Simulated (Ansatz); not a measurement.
# W: a two-dimensional strain map, part 1 of 2

This session takes W and sets out to strain the cell in the xy plane and along z independently.

The COD cell was measured well above room temperature, so it is larger than a cold one.

Method: DFT r2SCAN, scalar-relativistic, plane waves, PAW, in Ansatz 0.2.0.

## (1) Starting point

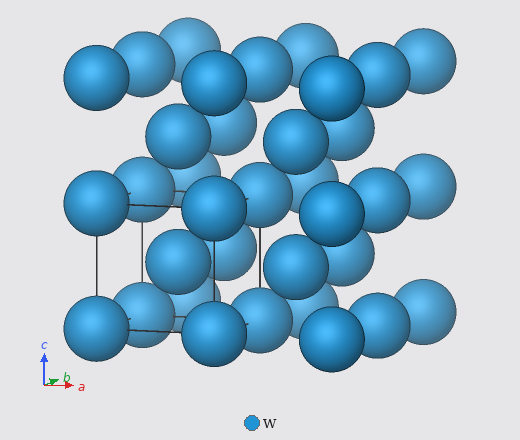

The starting structure, seen slightly off an axis (tungsten blue). 2×2×2 cells are drawn. Atoms on the faces are drawn again on the opposite ones. The cell drawn here is the conventional one.

As a file:

```
W
1.0
    -1.59730    1.59730    1.59730
     1.59730   -1.59730    1.59730
     1.59730    1.59730   -1.59730
W
1
Direct
  0.00000 0.00000 0.00000
```

No relaxation comes first: the listed cell is the starting point.

## (2) The reference cell

Reference values: F = -10397.2953 eV; pressure -7.47 GPa; largest force 0.000 eV/Å; gap on the mesh none (metal). It was computed beforehand with the settings of the runs below.

## (3) The scan: a two-dimensional strain map

The cell is strained by p along both x and y and by q along z, with fractional coordinates fixed.

## (4) Point p = -0.050, q = -0.050

File input.yaml:

```yaml
crystal:
  lattice:
    - [-1.517435, 1.517435, 1.517435]
    - [1.517435, -1.517435, 1.517435]
    - [1.517435, 1.517435, -1.517435]
  atoms:
    - { symbol: W, position: [0.0, 0.0, 0.0] }
basis:
  ecutwfc: 500
kpoints:
  mp_grid: { grid: [20, 20, 20] }
hamiltonian:
  xc: r2scan
scf:
  occupations: { method: gaussian, width: 0.15 }
output:
  forces: true
  stress: true
  eigenvalues: true
```

Launch:

```bash
$ ansatz run input.yaml --threads 1 --pin off --max-ram 2560MiB --backend cpu --events-out ev --progress --plain --runs-dir out
```

Log, shortened:

```text
Warning: RAYON_NUM_THREADS=1 ignored (pool sized by the plan → 1); use --threads N
[...]
Pseudopotentials: kind: paw
Pseudopotential: W, paw, valence charge 14, recommended cutoff 500 eV (meta_gga), W.paw.azcp
Functional definition: r2SCAN
[...]
Crystal: 1 atoms, lattice volume = 13.976 Å³
Basis set: ecut = 500 eV, 369 PW (Γ), exchange–correlation on 80×80×80 points (64 copies of the dense FFT grid, shifted against one another)
Bands: 11, of which v1, the nominal top of the filled ones, is band 7 counted from 1 (6 counted from 0)
Symmetry: 48 space group operations
Space group: Im-3m (ITA 229), of the structure as read, at distance tolerance 2.4e-5 Å
k-points: 256 of 8000
[...]
SCF converged after 6 iterations
Free energy (F): -10397.013236 eV
[...]
E sigma→0 (E₀):  -10397.011303 eV
Entropy (-TS):   -0.003866 eV (-3.866 meV/atom)
Fermi energy:    25.965860 eV
[...]
--- Forces (eV/Å), atoms counted from 1 ---
  atom   1  W     -0.00000000    -0.00000000    -0.00000000
[...]
--- Stress (GPa, compression-positive) ---
       53.902972       0.000000       0.000000
        0.000000      53.902972       0.000000
        0.000000      -0.000000      53.902972
  P = ⅓ Tr σ = 53.9030 GPa (539.030 kbar)
--- Band table (eV; the first three rows and the last of 256) ---
  k-point 0: bands = ["-50.0474", "-12.6970", "-12.6970", "-12.6970", "15.0822", "24.3269", "24.3269", "24.3269", "28.6805", "28.6805", "41.2902"]
[...]
```

Wall time 3.5 s (1 thread of Intel Xeon Platinum 8488C (Sapphire Rapids), shared host); peak memory 0.42 GiB.

## (5) Point p = -0.050, q = 0.000

Edit input.yaml of step 4 so:

```diff
@@ -2,5 +2,5 @@
   lattice:
-    - [-1.517435, 1.517435, 1.517435]
-    - [1.517435, -1.517435, 1.517435]
-    - [1.517435, 1.517435, -1.517435]
+    - [-1.517435, 1.517435, 1.5973]
+    - [1.517435, -1.517435, 1.5973]
+    - [1.517435, 1.517435, -1.5973]
   atoms:
```

Launch:

```bash
$ ansatz run input.yaml --threads 1 --pin off --max-ram 2560MiB --backend cpu --events-out ev --progress --plain --runs-dir out
```

Log, shortened:

```text
[...]
SCF converged after 6 iterations
Free energy (F): -10397.168154 eV
[...]
E sigma→0 (E₀):  -10397.165997 eV
Entropy (-TS):   -0.004312 eV (-4.312 meV/atom)
Fermi energy:    24.485869 eV
[...]
--- Forces (eV/Å), atoms counted from 1 ---
  atom   1  W     -0.00000000     0.00000000    -0.00000000
[...]
--- Stress (GPa, compression-positive) ---
       36.666313       0.000000      -0.000000
        0.000000      36.666313       0.000000
        0.000000       0.000000      15.808297
  P = ⅓ Tr σ = 29.7136 GPa (297.136 kbar)
--- Band table (eV; the first three rows and the last of 641) ---
  k-point 0: bands = ["-51.5091", "-14.2866", "-14.2736", "-14.2736", "13.9172", "22.7846", "22.7846", "23.5509", "26.5880", "27.6327", "39.0682"]
[...]
```

Run time: 8.3 s. Hardware: 1 thread of Intel Xeon Platinum 8488C (Sapphire Rapids), shared host; peak memory 0.5 GiB.

## (6) p = -0.050, q = 0.050

Edit input.yaml of step 5 so:

```diff
@@ -2,5 +2,5 @@
   lattice:
-    - [-1.517435, 1.517435, 1.5973]
-    - [1.517435, -1.517435, 1.5973]
-    - [1.517435, 1.517435, -1.5973]
+    - [-1.517435, 1.517435, 1.677165]
+    - [1.517435, -1.517435, 1.677165]
+    - [1.517435, 1.517435, -1.677165]
   atoms:
```

Launch:

```bash
$ ansatz run input.yaml --threads 1 --pin off --max-ram 2560MiB --backend cpu --events-out ev --progress --plain --runs-dir out
```

Log, shortened:

```text
Warning: RAYON_NUM_THREADS=1 ignored (pool sized by the plan → 1); use --threads N
[...]
[... 3 set-up lines as earlier in the session ...]
[...]
Crystal: 1 atoms, lattice volume = 15.447 Å³
Basis set: ecut = 500 eV, 387 PW (Γ), exchange–correlation on 80×80×80 points (64 copies of the dense FFT grid, shifted against one another)
[...]
Fermi energy:    23.163921 eV
[...]
--- Forces (eV/Å), atoms counted from 1 ---
  atom   1  W     -0.00000000    -0.00000000     0.00000000
[...]
--- Stress (GPa, compression-positive) ---
       21.836213       0.000000       0.000000
        0.000000      21.836213      -0.000000
        0.000000      -0.000000      -9.456926
  P = ⅓ Tr σ = 11.4052 GPa (114.052 kbar)
--- Band table (eV; the first three rows and the last of 641) ---
  k-point 0: bands = ["-52.8532", "-15.7255", "-15.7144", "-15.7144", "12.8784", "21.4661", "21.4661", "22.8234", "24.7009", "26.5004", "37.1555"]
[...]
```

It took 7.6 s on 1 thread of Intel Xeon Platinum 8488C (Sapphire Rapids), shared host; peak memory 0.5 GiB.

## (7) p = 0.000, q = -0.050

Edit input.yaml of step 6 so:

```diff
@@ -2,5 +2,5 @@
   lattice:
-    - [-1.517435, 1.517435, 1.677165]
-    - [1.517435, -1.517435, 1.677165]
-    - [1.517435, 1.517435, -1.677165]
+    - [-1.5973, 1.5973, 1.517435]
+    - [1.5973, -1.5973, 1.517435]
+    - [1.5973, 1.5973, -1.517435]
   atoms:
```

Launch:

```bash
$ ansatz run input.yaml --threads 1 --pin off --max-ram 2560MiB --backend cpu --events-out ev --progress --plain --runs-dir out
```

Log, shortened:

```text
[...]
SCF converged after 6 iterations
Free energy (F): -10397.258988 eV
[...]
E sigma→0 (E₀):  -10397.256881 eV
Entropy (-TS):   -0.004215 eV (-4.215 meV/atom)
Fermi energy:    23.101611 eV
[...]
--- Forces (eV/Å), atoms counted from 1 ---
  atom   1  W      0.00000000     0.00000000     0.00000000
[...]
--- Stress (GPa, compression-positive) ---
        2.783857       0.000000       0.000000
        0.000000       2.783857      -0.000000
        0.000000      -0.000000      23.286749
  P = ⅓ Tr σ = 9.6182 GPa (96.182 kbar)
--- Band table (eV; the first three rows and the last of 641) ---
  k-point 0: bands = ["-52.9354", "-15.8111", "-15.8111", "-15.7828", "12.8256", "21.2511", "22.0240", "22.0240", "25.1122", "26.1534", "37.9475"]
[...]
```

Run time: 8.5 s. Hardware: 1 thread of Intel Xeon Platinum 8488C (Sapphire Rapids), shared host; peak memory 0.5 GiB.

## (8) p = 0.000, q = 0.050

File input.yaml:

```yaml
crystal:
  lattice:
    - [-1.5973, 1.5973, 1.677165]
    - [1.5973, -1.5973, 1.677165]
    - [1.5973, 1.5973, -1.677165]
  atoms:
    - { symbol: W, position: [0.0, 0.0, 0.0] }
basis:
  ecutwfc: 500
kpoints:
  mp_grid: { grid: [20, 20, 20] }
hamiltonian:
  xc: r2scan
scf:
  occupations: { method: gaussian, width: 0.15 }
output:
  forces: true
  stress: true
  eigenvalues: true
  write_density: true
  write_potential: true
  elf: true
  volumetric_format: npy
```

Launch:

```bash
$ ansatz run input.yaml --threads 1 --pin off --max-ram 2560MiB --backend cpu --events-out ev --progress --plain --runs-dir out
```

Log, shortened:

```text
[...]
SCF converged after 6 iterations
Free energy (F): -10397.198433 eV
[...]
E sigma→0 (E₀):  -10397.196285 eV
Entropy (-TS):   -0.004296 eV (-4.296 meV/atom)
Fermi energy:    20.586770 eV
[...]
--- Forces (eV/Å), atoms counted from 1 ---
  atom   1  W     -0.00000000    -0.00000000     0.00000000
[...]
--- Stress (GPa, compression-positive) ---
      -15.078318       0.000000       0.000000
        0.000000     -15.078318      -0.000000
        0.000000      -0.000000     -29.133232
  P = ⅓ Tr σ = -19.7633 GPa (-197.633 kbar)
--- Band table (eV; the first three rows and the last of 641) ---
  k-point 0: bands = ["-55.5737", "-18.5955", "-18.5814", "-18.5814", "10.8888", "19.2212", "19.2212", "19.8272", "22.5142", "23.3075", "34.9580"]
[...]
```

Wall time 12 s (1 thread of Intel Xeon Platinum 8488C (Sapphire Rapids), shared host); peak memory 0.53 GiB.

Axes a, b and c in the maps are those of this run's conventional cell (a, b, c = 3.195, 3.195, 3.354 Å).

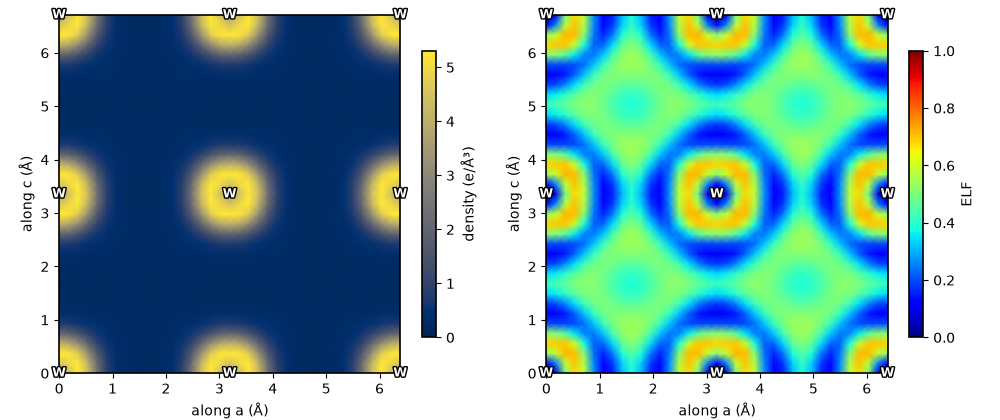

Density (left) and ELF (right) in a lattice plane of the grid's cell (edges 3.19 and 3.35 Å, at 0.000 of the third edge), which holds W. Only atoms in the plane are labelled. Both are smooth fields of the valence electrons: close to the nuclei they are not physical.

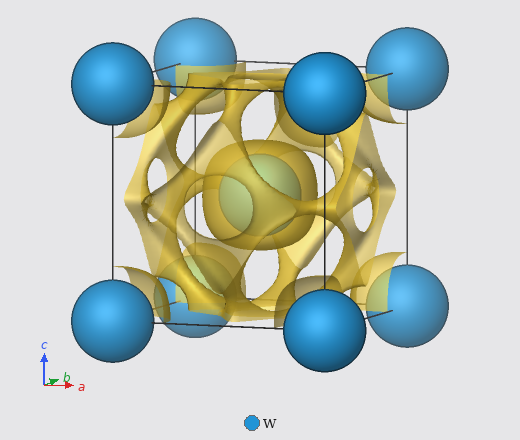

Surface of ELF = 0.48, drawn in one cell.

Outside the cores ELF peaks at 0.54 between the atoms, 1.8 Å from W.

## (9) p = 0.050, q = -0.050

File input.yaml:

```yaml
crystal:
  lattice:
    - [-1.677165, 1.677165, 1.517435]
    - [1.677165, -1.677165, 1.517435]
    - [1.677165, 1.677165, -1.517435]
  atoms:
    - { symbol: W, position: [0.0, 0.0, 0.0] }
basis:
  ecutwfc: 500
kpoints:
  mp_grid: { grid: [20, 20, 20] }
hamiltonian:
  xc: r2scan
scf:
  occupations: { method: gaussian, width: 0.15 }
output:
  forces: true
  stress: true
  eigenvalues: true
```

Launch:

```bash
$ ansatz run input.yaml --threads 1 --pin off --max-ram 2560MiB --backend cpu --events-out ev --progress --plain --runs-dir out
```

Log, shortened:

```text
[...]
SCF converged after 6 iterations
Free energy (F): -10397.120083 eV
[...]
E sigma→0 (E₀):  -10397.117742 eV
Entropy (-TS):   -0.004683 eV (-4.683 meV/atom)
Fermi energy:    20.629223 eV
[...]
--- Forces (eV/Å), atoms counted from 1 ---
  atom   1  W      0.00000000     0.00000000     0.00000000
[...]
--- Stress (GPa, compression-positive) ---
      -27.847006       0.000000       0.000000
        0.000000     -27.847006      -0.000000
        0.000000      -0.000000       1.759035
  P = ⅓ Tr σ = -17.9783 GPa (-179.783 kbar)
--- Band table (eV; the first three rows and the last of 641) ---
  k-point 0: bands = ["-55.4982", "-18.5299", "-18.5299", "-18.4658", "10.9369", "18.6416", "20.0247", "20.0247", "21.9940", "23.7858", "35.0442"]
[...]
```

Wall time 9.7 s (1 thread of Intel Xeon Platinum 8488C (Sapphire Rapids), shared host); peak memory 0.55 GiB.

## (10) p = 0.050, q = 0.000

Edit input.yaml of step 9 so:

```diff
@@ -2,5 +2,5 @@
   lattice:
-    - [-1.677165, 1.677165, 1.517435]
-    - [1.677165, -1.677165, 1.517435]
-    - [1.677165, 1.677165, -1.517435]
+    - [-1.677165, 1.677165, 1.5973]
+    - [1.677165, -1.677165, 1.5973]
+    - [1.677165, 1.677165, -1.5973]
   atoms:
```

Launch:

```bash
$ ansatz run input.yaml --threads 1 --pin off --max-ram 2560MiB --backend cpu --events-out ev --progress --plain --runs-dir out
```

Log, shortened:

```text
[...]
SCF converged after 6 iterations
Free energy (F): -10397.063090 eV
[...]
E sigma→0 (E₀):  -10397.061025 eV
Entropy (-TS):   -0.004130 eV (-4.130 meV/atom)
Fermi energy:    19.445416 eV
[...]
--- Forces (eV/Å), atoms counted from 1 ---
  atom   1  W     -0.00000000     0.00000000     0.00000000
[...]
--- Stress (GPa, compression-positive) ---
      -34.434654       0.000000       0.000000
        0.000000     -34.434654       0.000000
        0.000000       0.000000     -20.935711
  P = ⅓ Tr σ = -29.9350 GPa (-299.350 kbar)
--- Band table (eV; the first three rows and the last of 641) ---
  k-point 0: bands = ["-56.7880", "-19.8628", "-19.8628", "-19.8384", "10.0292", "17.9422", "18.5528", "18.5528", "21.2664", "22.0570", "33.9986"]
[...]
```

Run time: 9.6 s. Hardware: 1 thread of Intel Xeon Platinum 8488C (Sapphire Rapids), shared host; peak memory 0.55 GiB.

## (11) At p = 0.050, q = 0.050

Edit input.yaml of step 10 so:

```diff
@@ -2,5 +2,5 @@
   lattice:
-    - [-1.677165, 1.677165, 1.5973]
-    - [1.677165, -1.677165, 1.5973]
-    - [1.677165, 1.677165, -1.5973]
+    - [-1.677165, 1.677165, 1.677165]
+    - [1.677165, -1.677165, 1.677165]
+    - [1.677165, 1.677165, -1.677165]
   atoms:
```

Launch:

```bash
$ ansatz run input.yaml --threads 1 --pin off --max-ram 2560MiB --backend cpu --events-out ev --progress --plain --runs-dir out
```

Log, shortened:

```text
Warning: RAYON_NUM_THREADS=1 ignored (pool sized by the plan → 1); use --threads N
[...]
[... 3 set-up lines as earlier in the session ...]
[...]
Crystal: 1 atoms, lattice volume = 18.871 Å³
Basis set: ecut = 500 eV, 459 PW (Γ), exchange–correlation on 96×96×96 points (64 copies of the dense FFT grid, shifted against one another)
[...]
Fermi energy:    18.354109 eV
[...]
--- Forces (eV/Å), atoms counted from 1 ---
  atom   1  W      0.00000000    -0.00000000     0.00000000
[...]
--- Stress (GPa, compression-positive) ---
      -38.162244       0.000000      -0.000000
        0.000000     -38.162244       0.000000
        0.000000       0.000000     -38.162244
  P = ⅓ Tr σ = -38.1622 GPa (-381.622 kbar)
--- Band table (eV; the first three rows and the last of 256) ---
  k-point 0: bands = ["-57.9656", "-21.0769", "-21.0769", "-21.0769", "9.2188", "17.2913", "17.2913", "17.2913", "20.4827", "20.4827", "33.0739"]
[...]
```

Wall time 3.9 s (1 thread of Intel Xeon Platinum 8488C (Sapphire Rapids), shared host); peak memory 0.46 GiB.

## (12) p = -0.050, q = -0.025

Edit input.yaml of step 11 so:

```diff
@@ -2,5 +2,5 @@
   lattice:
-    - [-1.677165, 1.677165, 1.677165]
-    - [1.677165, -1.677165, 1.677165]
-    - [1.677165, 1.677165, -1.677165]
+    - [-1.517435, 1.517435, 1.5573675]
+    - [1.517435, -1.517435, 1.5573675]
+    - [1.517435, 1.517435, -1.5573675]
   atoms:
```

Launch:

```bash
$ ansatz run input.yaml --threads 1 --pin off --max-ram 2560MiB --backend cpu --events-out ev --progress --plain --runs-dir out
```

Log, shortened:

```text
Warning: RAYON_NUM_THREADS=1 ignored (pool sized by the plan → 1); use --threads N
[...]
[... 3 set-up lines as earlier in the session ...]
[...]
Crystal: 1 atoms, lattice volume = 14.344 Å³
Basis set: ecut = 500 eV, 369 PW (Γ), exchange–correlation on 80×80×80 points (64 copies of the dense FFT grid, shifted against one another)
[...]
Fermi energy:    25.203939 eV
[...]
--- Forces (eV/Å), atoms counted from 1 ---
  atom   1  W      0.00000000    -0.00000000     0.00000000
[...]
--- Stress (GPa, compression-positive) ---
       44.925799       0.000000       0.000000
        0.000000      44.925799      -0.000000
       -0.000000      -0.000000      33.190951
  P = ⅓ Tr σ = 41.0142 GPa (410.142 kbar)
--- Band table (eV; the first three rows and the last of 641) ---
  k-point 0: bands = ["-50.7956", "-13.5135", "-13.5051", "-13.5051", "14.4823", "23.5243", "23.5243", "23.9314", "27.6056", "28.1670", "40.1366"]
[...]
```

Run time: 6.6 s. Hardware: 1 thread of Intel Xeon Platinum 8488C (Sapphire Rapids), shared host; peak memory 0.49 GiB.

## (13) At p = -0.050, q = 0.025

Edit input.yaml of step 12 so:

```diff
@@ -2,5 +2,5 @@
   lattice:
-    - [-1.517435, 1.517435, 1.5573675]
-    - [1.517435, -1.517435, 1.5573675]
-    - [1.517435, 1.517435, -1.5573675]
+    - [-1.517435, 1.517435, 1.6372325]
+    - [1.517435, -1.517435, 1.6372325]
+    - [1.517435, 1.517435, -1.6372325]
   atoms:
```

Launch:

```bash
$ ansatz run input.yaml --threads 1 --pin off --max-ram 2560MiB --backend cpu --events-out ev --progress --plain --runs-dir out
```

Log, shortened:

```text
[...]
SCF converged after 6 iterations
Free energy (F): -10397.187741 eV
[...]
E sigma→0 (E₀):  -10397.185217 eV
Entropy (-TS):   -0.005049 eV (-5.049 meV/atom)
Fermi energy:    23.809594 eV
[...]
--- Forces (eV/Å), atoms counted from 1 ---
  atom   1  W      0.00000000    -0.00000000     0.00000000
[...]
--- Stress (GPa, compression-positive) ---
       28.936643       0.000000       0.000000
        0.000000      28.936643       0.000000
        0.000000       0.000000       1.781369
  P = ⅓ Tr σ = 19.8849 GPa (198.849 kbar)
--- Band table (eV; the first three rows and the last of 641) ---
  k-point 0: bands = ["-52.1935", "-15.0218", "-15.0087", "-15.0087", "13.3836", "22.1007", "22.1007", "23.1825", "25.6211", "27.0773", "38.0769"]
[...]
```

Run time: 7.4 s. Hardware: 1 thread of Intel Xeon Platinum 8488C (Sapphire Rapids), shared host; peak memory 0.5 GiB.

## (14) At p = -0.025, q = -0.050

Edit input.yaml of step 13 so:

```diff
@@ -2,5 +2,5 @@
   lattice:
-    - [-1.517435, 1.517435, 1.6372325]
-    - [1.517435, -1.517435, 1.6372325]
-    - [1.517435, 1.517435, -1.6372325]
+    - [-1.5573675, 1.5573675, 1.517435]
+    - [1.5573675, -1.5573675, 1.517435]
+    - [1.5573675, 1.5573675, -1.517435]
   atoms:
```

Launch:

```bash
$ ansatz run input.yaml --threads 1 --pin off --max-ram 2560MiB --backend cpu --events-out ev --progress --plain --runs-dir out
```

Log, shortened:

```text
[...]
SCF converged after 6 iterations
Free energy (F): -10397.194639 eV
[...]
E sigma→0 (E₀):  -10397.192698 eV
Entropy (-TS):   -0.003882 eV (-3.882 meV/atom)
Fermi energy:    24.481960 eV
[...]
--- Forces (eV/Å), atoms counted from 1 ---
  atom   1  W     -0.00000000    -0.00000000    -0.00000000
[...]
--- Stress (GPa, compression-positive) ---
       25.264131      -0.000000       0.000000
       -0.000000      25.264131       0.000000
        0.000000       0.000000      37.113861
  P = ⅓ Tr σ = 29.2140 GPa (292.140 kbar)
--- Band table (eV; the first three rows and the last of 641) ---
  k-point 0: bands = ["-51.5343", "-14.3078", "-14.3078", "-14.2946", "13.9020", "22.7242", "23.1335", "23.1335", "26.8359", "27.3956", "39.5567"]
[...]
```

Wall time 8.4 s (1 thread of Intel Xeon Platinum 8488C (Sapphire Rapids), shared host); peak memory 0.5 GiB.

## (15) Point p = -0.025, q = 0.000

Edit input.yaml of step 14 so:

```diff
@@ -2,5 +2,5 @@
   lattice:
-    - [-1.5573675, 1.5573675, 1.517435]
-    - [1.5573675, -1.5573675, 1.517435]
-    - [1.5573675, 1.5573675, -1.517435]
+    - [-1.5573675, 1.5573675, 1.5973]
+    - [1.5573675, -1.5573675, 1.5973]
+    - [1.5573675, 1.5573675, -1.5973]
   atoms:
```

Launch:

```bash
$ ansatz run input.yaml --threads 1 --pin off --max-ram 2560MiB --backend cpu --events-out ev --progress --plain --runs-dir out
```

Log, shortened:

```text
Warning: RAYON_NUM_THREADS=1 ignored (pool sized by the plan → 1); use --threads N
[...]
[... 3 set-up lines as earlier in the session ...]
[...]
Crystal: 1 atoms, lattice volume = 15.496 Å³
Basis set: ecut = 500 eV, 381 PW (Γ), exchange–correlation on 80×80×80 points (64 copies of the dense FFT grid, shifted against one another)
[...]
Fermi energy:    23.106455 eV
[...]
--- Forces (eV/Å), atoms counted from 1 ---
  atom   1  W     -0.00000000    -0.00000000     0.00000000
[...]
--- Stress (GPa, compression-positive) ---
       12.220835       0.000000       0.000000
        0.000000      12.220835      -0.000000
        0.000000      -0.000000       2.344181
  P = ⅓ Tr σ = 8.9286 GPa (89.286 kbar)
--- Band table (eV; the first three rows and the last of 641) ---
  k-point 0: bands = ["-52.9553", "-15.8289", "-15.8193", "-15.8193", "12.8114", "21.6061", "21.6061", "21.9682", "25.3945", "25.8820", "37.9196"]
[...]
```

Run time: 9.2 s. Hardware: 1 thread of Intel Xeon Platinum 8488C (Sapphire Rapids), shared host; peak memory 0.5 GiB.

## (16) p = -0.025, q = 0.050

Edit input.yaml of step 15 so:

```diff
@@ -2,5 +2,5 @@
   lattice:
-    - [-1.5573675, 1.5573675, 1.5973]
-    - [1.5573675, -1.5573675, 1.5973]
-    - [1.5573675, 1.5573675, -1.5973]
+    - [-1.5573675, 1.5573675, 1.677165]
+    - [1.5573675, -1.5573675, 1.677165]
+    - [1.5573675, 1.5573675, -1.677165]
   atoms:
```

Launch:

```bash
$ ansatz run input.yaml --threads 1 --pin off --max-ram 2560MiB --backend cpu --events-out ev --progress --plain --runs-dir out
```

Log, shortened:

```text
[...]
SCF converged after 6 iterations
Free energy (F): -10397.236149 eV
[...]
E sigma→0 (E₀):  -10397.233509 eV
Entropy (-TS):   -0.005279 eV (-5.279 meV/atom)
Fermi energy:    21.820947 eV
[...]
--- Forces (eV/Å), atoms counted from 1 ---
  atom   1  W      0.00000000     0.00000000     0.00000000
[...]
--- Stress (GPa, compression-positive) ---
        1.438693      -0.000000      -0.000000
       -0.000000       1.438693       0.000000
       -0.000000      -0.000000     -21.000372
  P = ⅓ Tr σ = -6.0410 GPa (-60.410 kbar)
--- Band table (eV; the first three rows and the last of 641) ---
  k-point 0: bands = ["-54.2583", "-17.2143", "-17.1994", "-17.1994", "11.8385", "20.2991", "20.2991", "21.2612", "23.5863", "24.8560", "36.0134"]
[...]
```

Wall time 9.4 s (1 thread of Intel Xeon Platinum 8488C (Sapphire Rapids), shared host); peak memory 0.54 GiB.

(Continued in part 2 of 2.)
